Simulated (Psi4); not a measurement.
# A workflow on FH4NSi (SMILES N[SiH2]F)

Aim: a geometry optimisation (PBEh-3c/def2-mSVP), then the harmonic vibrations, then a single-point energy (MP2-F12/cc-pVDZ-F12) of FH4NSi. 

The calculation is run with Psi4 1.11.

### Step 1. The structure to begin with

The species is FH4NSi (7 atoms), typed as a singlet with charge 0. SMILES: `N[SiH2]F`. Geometry: relaxed at PBE0-D4/def2-TZVP. The run starts from this shape.

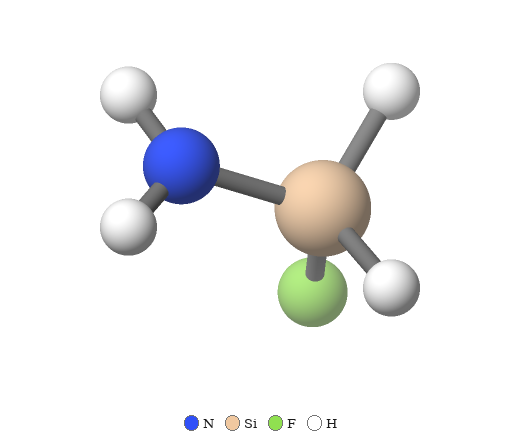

The structure, seen from a chosen angle (nitrogen blue, silicon light orange, fluorine green, hydrogen white).

### Step 2. A structure relaxation at PBEh-3c/def2-mSVP (density fitting) (run 1)

Input file fh4nsi.py:

```python
import psi4

psi4.set_memory(1600000000)
psi4.set_num_threads(1)
psi4.core.set_output_file('psi4.out', False)

mol = psi4.geometry("""
0 1
N     -0.761500     0.339000    -0.625200
Si     0.531100    -0.115700     0.373400
F      0.515100    -1.653900     0.829800
H     -0.786600     0.105100    -1.603600
H     -1.682200     0.513500    -0.258400
H      0.455900     0.676200     1.620700
H      1.789400     0.068000    -0.382300
""")

psi4.set_options({
    'geom_maxiter': 60,
})

energy_value, wavefunction = psi4.optimize('PBEH-3C', return_wfn=True)
print(f'PBEH-3C energy: {energy_value:.10f} Eh')
print(mol.to_string(dtype='xyz', units='Angstrom'))
for k, v in sorted(psi4.core.scalar_variables().items()):
    print(f'{k:45s} {v:18.10f}')
```

On the command line:

```
$ python fh4nsi.py
```

psi4.out:

```text
gradient() will perform analytic gradient computation.

   => Loading Basis Set <=

    Name: DEF2-MSVP
    Role: ORBITAL
    Keyword: BASIS

   => PBEH3C: Empirical Dispersion <=

        s6 =       1.000000
        s8 =       0.000000
        a1 =       0.486000
        a2 =       4.500000

         ---------------------------------------------------------
                                   SCF
                              RKS Reference
                        1 Threads,   1525 MiB Core
         ---------------------------------------------------------

  ==> Geometry <==

    Molecular point group: c1
    Full point group: C1

    Geometry (in Angstrom), charge = 0, multiplicity = 1:

[... 156 lines left out ...]
   @DF-RKS iter   7:  -445.90622093277659   -2.91940e-07   8.42813e-07 DIIS
[... 349 lines left out ...]
   @DF-RKS iter   3:  -445.90658795606862   -5.10446e-06   1.28137e-05 DIIS
[... 250 lines left out ...]
   @DF-RKS iter   1:  -445.90660081214526   -1.56975e-03   1.67109e-05 DIIS
[... 250 lines left out ...]
   @DF-RKS iter   0:  -445.90615956253953   -4.45906e+02   6.90850e-05
[... 249 lines left out ...]
                           Total Energy        Delta E     RMS |[F,P]|
[... 231 lines left out ...]
    Weights Tolerance      =       1.00E-15
[... 195 lines left out ...]
	  Convergence Criteria     1.00e-06 *    3.00e-04 *             o    1.20e-03 *             o
[... 15 lines left out ...]
    Final optimized geometry and variables:
    Molecular point group: c1
    Full point group: C1

    Geometry (in Angstrom), charge = 0, multiplicity = 1:

    N           -0.976107580990     0.793679667364    -0.890835440792
    SI           0.322607963808     0.325071485655     0.116083703271
    F            0.301070692075    -1.231273171930     0.574280519203
    H           -1.005837932236     0.549217737060    -1.866088538605
    H           -1.898785951448     0.956438052865    -0.524860122849
    H            0.254782470990     1.129164512038     1.356400179001
    H            1.581268035221     0.524227976632    -0.636022711542

[set-up sections that repeat, and orbital energies of the middle runs, are left out above]
```

The script printed:

```text
Some dependencies such as QCElemental have not yet finished migration to pydantic v2. If issues are encountered please downgrade pydantic or upgrade QCElemental as appropriate
	Previous geometry is closer to target in internal coordinates, so using that one.

	Best geometry has RMS(Delta(q)) = 3.92e-06

Optimizer: Optimization complete!
PBEH-3C energy: -445.9066066429 Eh
7
0 1 FH4NSi
N                    -0.976107580990     0.793679667364    -0.890835440792
Si                    0.322607963808     0.325071485655     0.116083703271
F                     0.301070692075    -1.231273171930     0.574280519203
H                    -1.005837932236     0.549217737060    -1.866088538605
H                    -1.898785951448     0.956438052865    -0.524860122849
H                     0.254782470990     1.129164512038     1.356400179001
H                     1.581268035221     0.524227976632    -0.636022711542

CURRENT ENERGY                                   -445.9066066429
CURRENT REFERENCE ENERGY                         -445.9066066429
DD SOLVATION ENERGY                                 0.0000000000
DFT FUNCTIONAL TOTAL ENERGY                      -445.9144769800
DFT TOTAL ENERGY                                 -445.9066066429
DFT VV10 ENERGY                                     0.0000000000
DFT XC ENERGY                                     -23.1538601640
DISPERSION CORRECTION ENERGY                       -0.0018909042
GRID ELECTRONS ALPHA                               17.0000087608
GRID ELECTRONS BETA                                17.0000087608
GRID ELECTRONS TOTAL                               34.0000175216
NUCLEAR REPULSION ENERGY                          117.6747782830
ONE-ELECTRON ENERGY                              -851.7471615227
OPTIMIZATION ITERATIONS                             6.0000000000
PBEH3C DISPERSION CORRECTION ENERGY                -0.0018909042
PCM POLARIZATION ENERGY                             0.0000000000
PE ENERGY                                           0.0000000000
SCF ITERATION ENERGY                             -445.9066066429
SCF ITERATIONS                                      7.0000000000
SCF TOTAL ENERGY                                 -445.9066066429
TWO-ELECTRON ENERGY                               311.3117664236
XC GRID RADIAL POINTS                              75.0000000000
XC GRID SPHERICAL POINTS                          302.0000000000
XC GRID TOTAL POINTS                           152064.0000000000
```

Run time: 18 s. Hardware: 1 thread of Intel Xeon 6975P-C (Granite Rapids), shared host; peak memory 0.46 GiB.

The path in brief:

```csv
step,energy from the first frame kept (eV),largest force (eV/Å)
0,0.0000,0.6914
1,-0.0100,0.1319
2,-0.0104,0.0235
3,-0.0104,0.0141
4,-0.0105,0.0172
5,-0.0105,0.0065
```

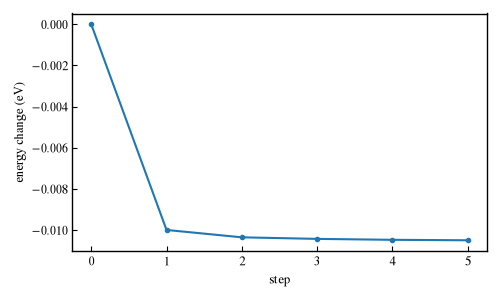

Energy along the run.

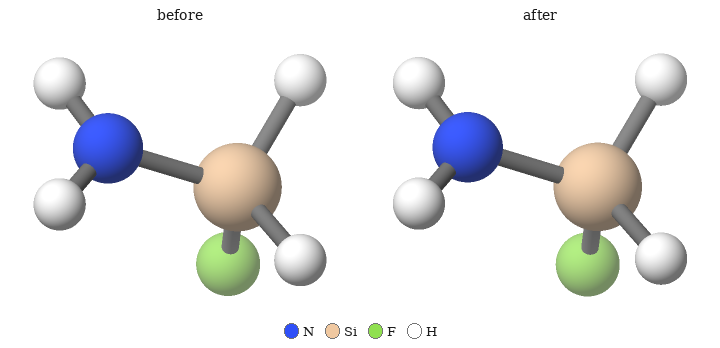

Before and after, at one scale.

After the run. Bond lengths: N1–Si2 1.709 Å, Si2–F3 1.623 Å, N1–H4 1.006 Å, N1–H5 1.006 Å, Si2–H6 1.480 Å, Si2–H7 1.480 Å. Angles: N1–Si2–F3 114.8°, N1–Si2–H6 108.1°, N1–Si2–H7 108.1°, F3–Si2–H6 106.5°, F3–Si2–H7 106.5°, Si2–N1–H4 121.8°, Si2–N1–H5 121.8°, H6–Si2–H7 113.1°, H4–N1–H5 111.4°.

### Step 3. The harmonic vibrations at PBEh-3c/def2-mSVP (density fitting) (run 2)

Input file fh4nsi.py:

```python
import psi4

psi4.set_memory(1600000000)
psi4.set_num_threads(1)
psi4.core.set_output_file('fh4nsi.out', False)

mol = psi4.geometry("""
0 1
N     -0.764508     0.354701    -0.631978
Si     0.534208    -0.113907     0.374941
F      0.512670    -1.670252     0.833138
H     -0.794238     0.110239    -1.607231
H     -1.687186     0.517459    -0.266002
H      0.466382     0.690186     1.615258
H      1.792868     0.085249    -0.377165
""")

options = {'t': 298.15, 'rotational_symmetry_number': 1}
psi4.set_options(options)

e = psi4.frequency('pbeh-3c')
print('E =', round(e, 9))
```

On the command line:

```
$ python fh4nsi.py
```

fh4nsi.out:

```text
Psi4 1.11 release

gradient() will perform analytic gradient computation.

   => Loading Basis Set <=

    Name: DEF2-MSVP
    Role: ORBITAL
    Keyword: BASIS

   => PBEH3C: Empirical Dispersion <=

        s6 =       1.000000
        s8 =       0.000000
        a1 =       0.486000
        a2 =       4.500000

         ---------------------------------------------------------
                                   SCF
                              RKS Reference
                        1 Threads,   1525 MiB Core
         ---------------------------------------------------------

  ==> Geometry <==

    Molecular point group: c1
    Full point group: C1

    Geometry (in Bohr), charge = 0, multiplicity = 1:

[... 599 lines left out ...]
   @DF-RKS iter   3:  -445.90617095783671   -1.83016e-01   4.98485e-04 ADIIS/DIIS
[... 778 lines left out ...]
   @DF-RKS iter   7:  -445.90660590691357   -3.11065e-07   8.89267e-07 DIIS
[... 778 lines left out ...]
  Energy and wave function converged.
[... 792 lines left out ...]
    One-Electron Energy =                -851.7433284044711854
[... 751 lines left out ...]
 Dipole Y            :         -3.7364333            4.1278194            0.3913861
[... 917 lines left out ...]
    Weights Tolerance      =       1.00E-15
[... 882 lines left out ...]
    Translational S                         38.434 [cal/(mol K)]      160.809 [J/(mol K)]       0.06124904 [mEh/K] (mol. weight = 65.0097 [u], P = 101325.00 [Pa])
[... 49 lines left out ...]
  Gibbs free energy, G = H - T * S
    Electronic contrib to G beyond E_e       0.000 [kcal/mol]        0.000 [kJ/mol]       0.00000000 [Eh]
    Translational contrib to G              -9.978 [kcal/mol]      -41.748 [kJ/mol]      -0.01590094 [Eh]
    Rotational contrib to G                 -6.084 [kcal/mol]      -25.457 [kJ/mol]      -0.00969616 [Eh]
    Vibrational contrib to G                29.383 [kcal/mol]      122.940 [kJ/mol]       0.04682555 [Eh]
  Correction G                              13.321 [kcal/mol]       55.735 [kJ/mol]       0.02122846 [Eh]
  Total G, Gibbs energy at  298.15 [K]                                                 -445.88537819 [Eh]
  *** Absolute Gibbs energy, not a free energy of formation ***

[set-up sections that repeat, and orbital energies of the middle runs, are left out above]
```

Standard output:

```text
Warning: used thermodynamics relations inappropriate for low-frequency modes: ['279.8500' '302.3051' '427.0760' '577.7942']
E = -445.906606642
```

Wall time 1.9 min (1 thread of Intel Xeon 6975P-C (Granite Rapids), shared host); peak memory 0.45 GiB.

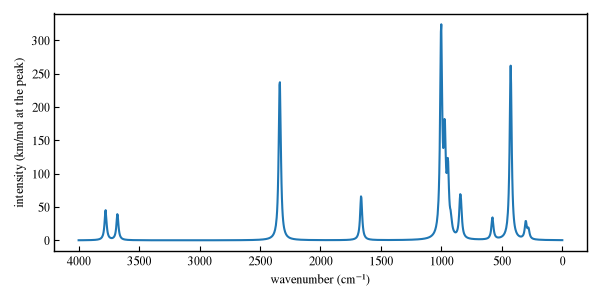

Harmonic infrared spectrum, unscaled, lines broadened by 10 cm⁻¹.

### Step 4. A single-point energy at MP2-F12/cc-pVDZ-F12 (density fitting, density fitting for correlation) (run 3)

Input file calc.dat:

```
memory 1600 mb

molecule mol {
  0 1
  N     -0.764508     0.354701    -0.631978
  Si     0.534208    -0.113907     0.374941
  F      0.512670    -1.670252     0.833138
  H     -0.794238     0.110239    -1.607231
  H     -1.687186     0.517459    -0.266002
  H      0.466382     0.690186     1.615258
  H      1.792868     0.085249    -0.377165
}

set {
  basis cc-pVDZ-F12
  freeze_core true
}

energy("mp2-f12")
```

On the command line:

```
$ psi4 -i calc.dat -o calc.out -n 1
```

calc.out:

```text
Psi4 1.11 release

    SCF Algorithm Type (re)set to DF.

   => Loading Basis Set <=

    Name: CC-PVDZ-F12
    Role: ORBITAL
    Keyword: BASIS

         ---------------------------------------------------------
                                   SCF
                              RHF Reference
                        1 Threads,   1525 MiB Core
         ---------------------------------------------------------

  ==> Geometry <==

    Molecular point group: c1
    Full point group: C1

    Geometry (in Angstrom), charge = 0, multiplicity = 1:

[... 97 lines left out ...]
   @DF-RHF iter   1:  -445.20516110877020   -7.40262e-01   4.05056e-03 DIIS/ADIIS
[... 4 lines left out ...]
   @DF-RHF iter   6:  -445.32784902005039   -3.92041e-06   5.62652e-06 DIIS
[... 4 lines left out ...]
   @DF-RHF iter  11:  -445.32784946617090   -6.36646e-12   3.43501e-09 DIIS
[... 36 lines left out ...]
    One-Electron Energy =                -851.6722803673952740
[... 18 lines left out ...]
 Dipole Z            :          1.6781523           -2.1027399           -0.4245876
[... 47 lines left out ...]
	 Correlation Energy        =      -0.5463596115037509 [Eh]
[... 9 lines left out ...]
	 SCS Total Energy          =    -445.8681494482698895 [Eh]
[... 76 lines left out ...]
 ===> Computing F12/3C(FIX) Energy Correction <===

  i   j  |     E_F12(Singlet)     E_F12(Triplet)            E_F12
 ----------------------------------------------------------------------
  8   8  |    -0.002781844779     0.000000000000      -0.002781844779
  8   9  |    -0.000015186340    -0.000007434269      -0.000022620609
  8  10  |    -0.003934323692    -0.000660936674      -0.004595260366
[... 51 lines of this table left out ...]
 17  17  |    -0.004125936971     0.000000000000      -0.004125936971

 ===> DF-MP2-F12/3C(FIX) Energies <===

     RHF Reference Energy:              -445.327849466171
     CABS Singles Correction:            -0.012748700602
     CABS-corrected Reference Energy:   -445.340598166773
     MP2 Correlation Energy:             -0.546359611504
     F12/3C(FIX) Correction Energy:      -0.130918840464
     MP2-F12/3C(FIX) Correlation Energy: -0.677278451968
  Total DF-MP2-F12/3C(FIX) Energy:      -446.017876618741

	total time  =         45 seconds =       0.75 minutes

    Psi4 run time: 0:00:46.89
```

Wall time 48 s (1 thread of Intel Xeon 6975P-C (Granite Rapids), shared host); peak memory 4 GiB.

### Step 5. What came out

```
                                                                           quantity             value
                                  run 1, PBEh-3c/def2-mSVP: total energy at the end     -445.90661 Eh
                                            run 1, PBEh-3c/def2-mSVP: dipole moment            2.03 D
                                              run 1, PBEh-3c/def2-mSVP: HOMO energy          -8.94 eV
                                              run 1, PBEh-3c/def2-mSVP: LUMO energy           2.42 eV
                                            run 1, PBEh-3c/def2-mSVP: HOMO–LUMO gap          11.37 eV
                               run 2, PBEh-3c/def2-mSVP: lowest harmonic wavenumber          280 cm⁻¹
                              run 2, PBEh-3c/def2-mSVP: highest harmonic wavenumber         3777 cm⁻¹
                                        run 2, PBEh-3c/def2-mSVP: zero-point energy      125.0 kJ/mol
run 2, PBEh-3c/def2-mSVP: ideal-gas entropy at 298.15 K (symmetry number 1 as used)  66.9 cal/(mol K)
                                           run 3, MP2-F12/cc-pVDZ-F12: total energy     -446.01788 Eh
                    run 3, MP2-F12/cc-pVDZ-F12: HOMO energy (Hartree–Fock orbitals)         -11.79 eV
                    run 3, MP2-F12/cc-pVDZ-F12: LUMO energy (Hartree–Fock orbitals)           1.23 eV
                  run 3, MP2-F12/cc-pVDZ-F12: HOMO–LUMO gap (Hartree–Fock orbitals)          13.01 eV
            run 3, MP2-F12/cc-pVDZ-F12: correlation energy (7 core orbitals frozen)        -677.3 mEh
```

In words: The optimisation (run 1, PBEh-3c/def2-mSVP) took 6 steps and changed the energy by -0.010 eV. All 15 modes are real, so the shape is a minimum at this level.
